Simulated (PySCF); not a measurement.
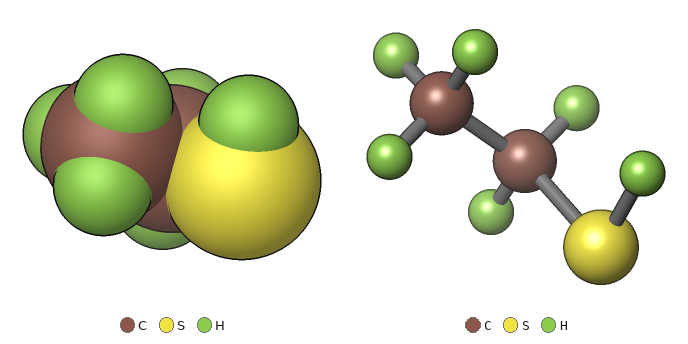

Both panels show the same species.

Describe the molecule.

It has 9 atoms: 2 carbon, 6 hydrogen and 1 sulfur (C₂H₆S). SMILES: `CCS`. It has no ring. Among its groups: thiol. This geometry has C1 symmetry. Coordination: 2 C tetrahedral; 1 S bent.

More results for the same structure follow; atom numbers are the same in all pictures, views and colours differ. The geometry was computed by an optimisation with PBE0-D3(BJ)/def2-SVP. No frequency run is at hand to confirm it as a minimum.

## Shape

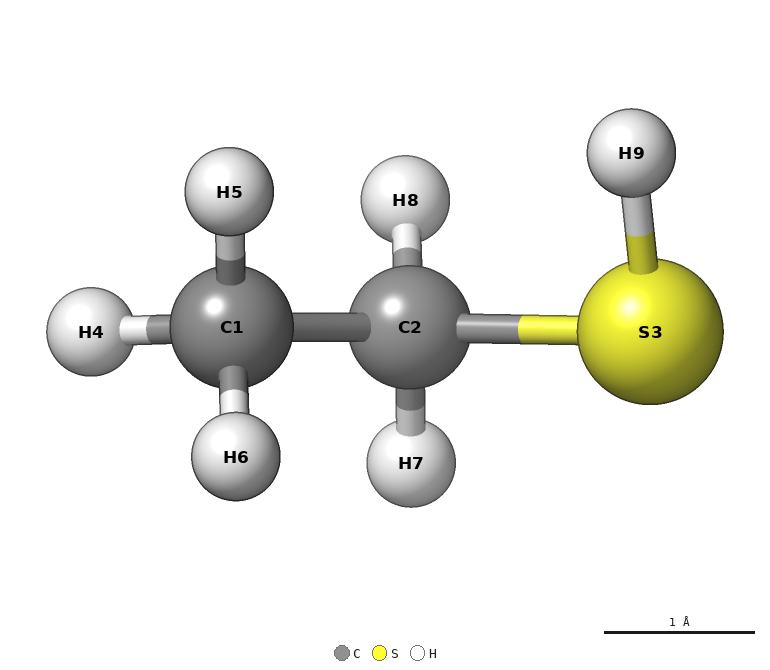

Numbered structure. No frequency run is at hand to confirm it as a minimum.

Give these bond angles: C2–C1–H4, C2–C1–H5, C2–C1–H6, C1–C2–S3, C1–C2–H7, C1–C2–H8, S3–C2–H7, S3–C2–H8, C2–S3–H9.

```
   angle  degrees
C2–C1–H4    110.7
C2–C1–H5    111.2
C2–C1–H6    111.0
C1–C2–S3    114.2
C1–C2–H7    110.9
C1–C2–H8    111.6
S3–C2–H7    103.9
S3–C2–H8    109.1
C2–S3–H9     96.5
```

## NMR shielding

The questions are on isotropic NMR shieldings of the H atoms. No frequency run is at hand to confirm it as a minimum. Properties computed with GIAO PBE0/IGLO-III NMR shielding, non-relativistic, gas phase (PySCF 2.14.0).

List the isotropic NMR shieldings of the H atoms.

```json
{"atom": "H4", "σ (ppm)": "29.97"}
{"atom": "H5", "σ (ppm)": "30.40"}
{"atom": "H6", "σ (ppm)": "29.99"}
{"atom": "H7", "σ (ppm)": "29.38"}
{"atom": "H8", "σ (ppm)": "28.52"}
{"atom": "H9", "σ (ppm)": "29.99"}
```

## Dipole moment

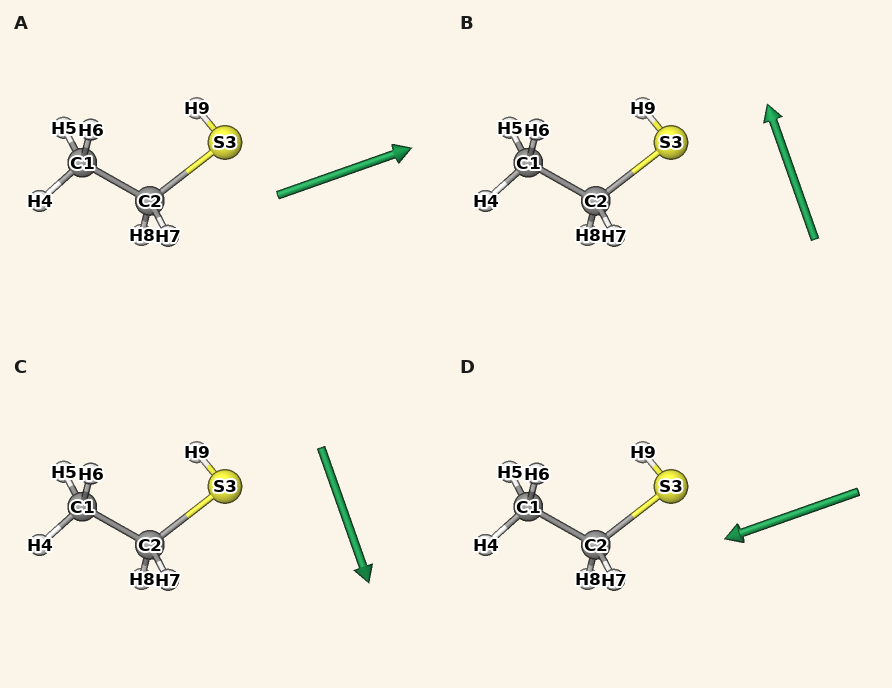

The same molecule four times, each with an arrow. No frequency run is at hand to confirm it as a minimum. Level of theory: PBE0/IGLO-III, gas phase (PySCF 2.14.0).

Question: Which arrow points along the dipole moment, from the negative to the positive end?

Answer: D. The dipole moment is 1.49 D; it points from the side of S3 to the side of H4 (the outermost atoms at the two ends).

## Quadrupole coupling

No frequency run is at hand to confirm it as a minimum. Electric field gradients from the ground-state density, PBE0/cc-pVTZ (PySCF 2.14.0), non-relativistic apart from any core potentials.

Give the largest field-gradient component, the quadrupole coupling constant and the asymmetry for 33S at S3 (Q = −67.81 mb).

```tsv
atom	V_zz (a.u.)	e²qQ/h (MHz)	η
S3	−2.616	41.7	0.64
```

## Bond orders

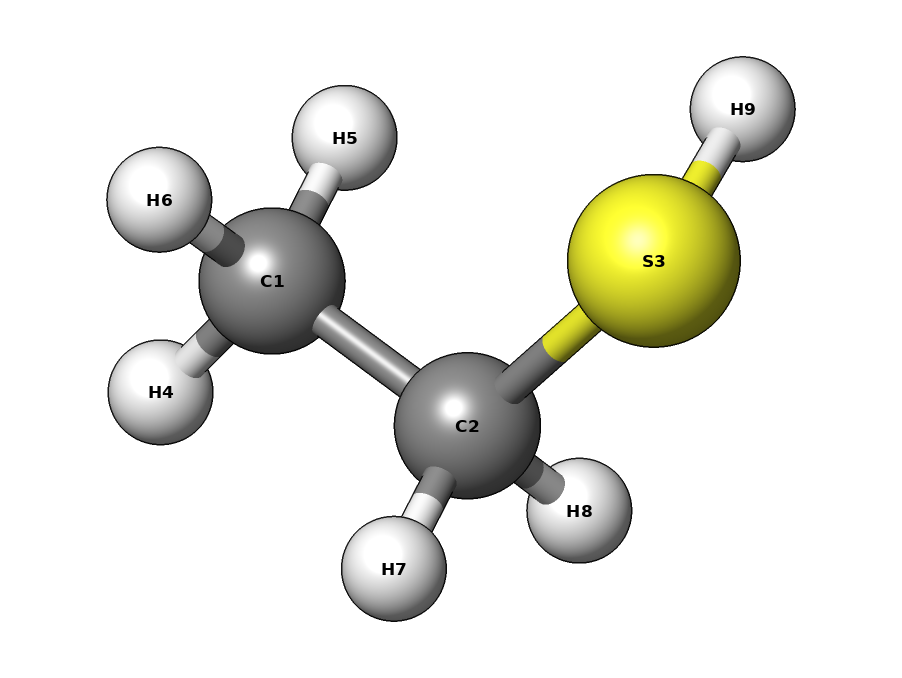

Every bond is drawn as one stick. No frequency run is at hand to confirm it as a minimum. Computed with PBE0/cc-pVTZ (PySCF 2.14.0).

List the Mayer bond orders of C1–C2, C1–H4, C1–H5, C1–H6, C2–S3, C2–H7, C2–H8, S3–H9.

| bond | Mayer order | length (Å) |
| --- | --- | --- |
| C1–C2 | 0.96 | 1.516 |
| C1–H4 | 0.96 | 1.102 |
| C1–H5 | 0.97 | 1.101 |
| C1–H6 | 0.97 | 1.100 |
| C2–S3 | 1.02 | 1.821 |
| C2–H7 | 0.96 | 1.101 |
| C2–H8 | 0.96 | 1.101 |
| S3–H9 | 1.01 | 1.351 |
